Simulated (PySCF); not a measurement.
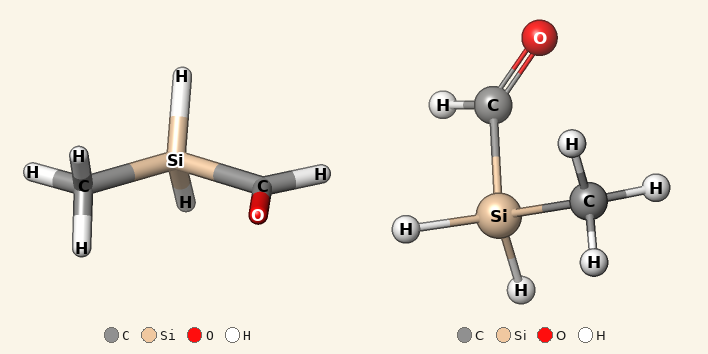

The same structure drawn twice, from different directions.

The computed structure is the end point of a GFN2-xTB optimisation. No frequency run is at hand to confirm it as a minimum.

Question: What is the molecular formula?

Answer: C₂H₆OSi, 10 atoms: 2 carbon, 6 hydrogen, 1 oxygen and 1 silicon.

Question: Describe its rings.

Answer: It has no ring.

Question: Which point group does it belong to?

Answer: Cs.

Question: How many sets of symmetry-equivalent atoms are there?

Answer: 8: 1 C, 1 Si, 1 C, 1 O, 1 H, 2 H, 2 H, 1 H.

Question: Write the SMILES.

Answer: C[SiH2]C=O

The parts below concern this one geometry. Atoms keep their numbers from picture to picture.

Geometry

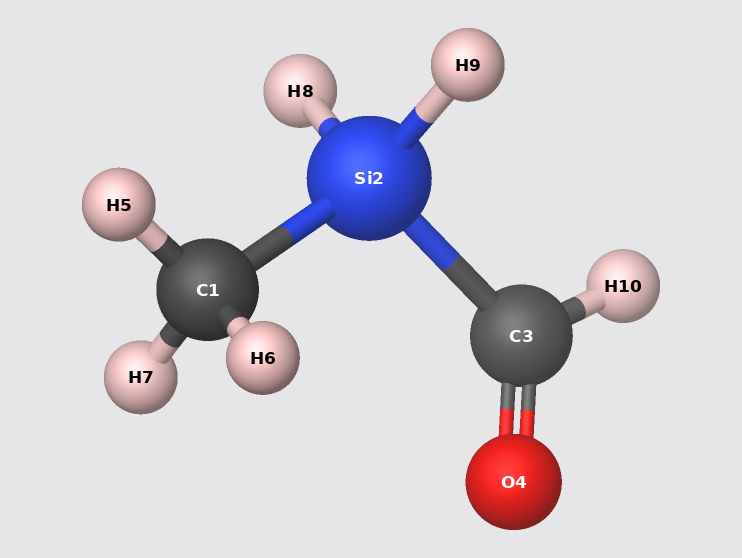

Atoms carry their numbers in the input. No frequency run is at hand to confirm it as a minimum.

List the bonds and their lengths.

```csv
bond,length (Å),order
C1–Si2,1.890,single
C1–H5,1.087,single
C1–H6,1.087,single
C1–H7,1.087,single
Si2–C3,1.922,single
Si2–H8,1.467,single
Si2–H9,1.467,single
C3–O4,1.205,double
C3–H10,1.114,single
```

Electronic properties

No frequency run is at hand to confirm it as a minimum. Properties computed with B3LYP/def2-SVPD, gas phase (PySCF 2.14.0). Excitations: vertical, linear response.

Question: Give the HOMO energy (Kohn–Sham orbital) at this level.

Answer: −6.78 eV.

Question: Estimate the brightest of the 8 lowest singlets.

Answer: 7.23 eV.

Question: What is the LUMO energy (Kohn–Sham orbital)?

Answer: −1.76 eV.

Question: Estimate the mean static polarisability.

Answer: 56.3 bohr³.

Dipole moment

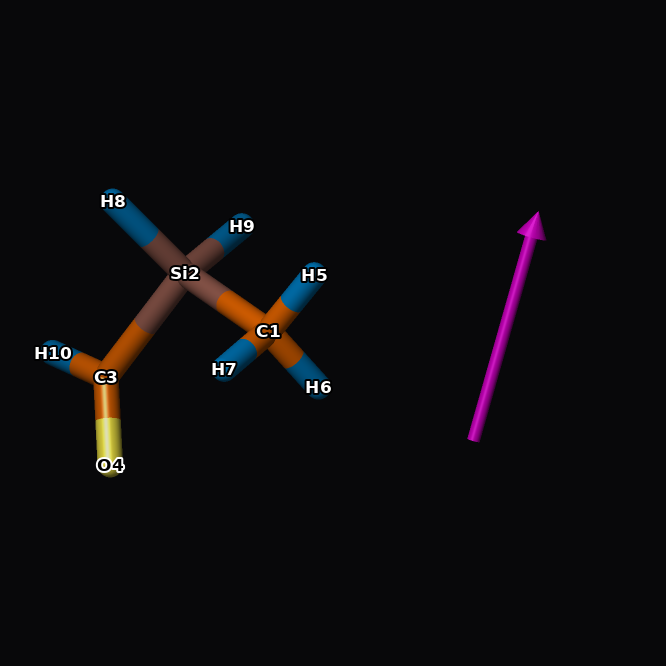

The arrow beside the molecule shows the direction of the dipole moment, from the negative to the positive end (its length means nothing). No frequency run is at hand to confirm it as a minimum. Properties computed with B3LYP/def2-SVPD, gas phase (PySCF 2.14.0).

Question: How large is the dipole moment?

Answer: 2.22 D; it points from the side of O4 to the side of H5, H8, H9 (the outermost atoms at the two ends).

Core levels

No frequency run is at hand to confirm it as a minimum. Method: delta-SCF UKS SCAN, pcX-2 on the ionised atom, pcseg-1 elsewhere, spin-free X2C (PySCF 2.14.0).

Give the core-electron binding energies (to vacuum; p and d levels without spin–orbit splitting) of C1 1s, Si2 1s, Si2 2p, C3 1s, O4 1s.

| atom | level | binding energy (eV) |
| --- | --- | --- |
| C1 | 1s | 290.4 |
| Si2 | 1s | 1846.5 |
| Si2 | 2p | 107.1 |
| C3 | 1s | 293.1 |
| O4 | 1s | 538.3 |

The geometry is semi-empirical. Around Si such bond lengths and angles can be off by a tenth of an ångström or more and by several degrees, and values that hang on the shape move with them.
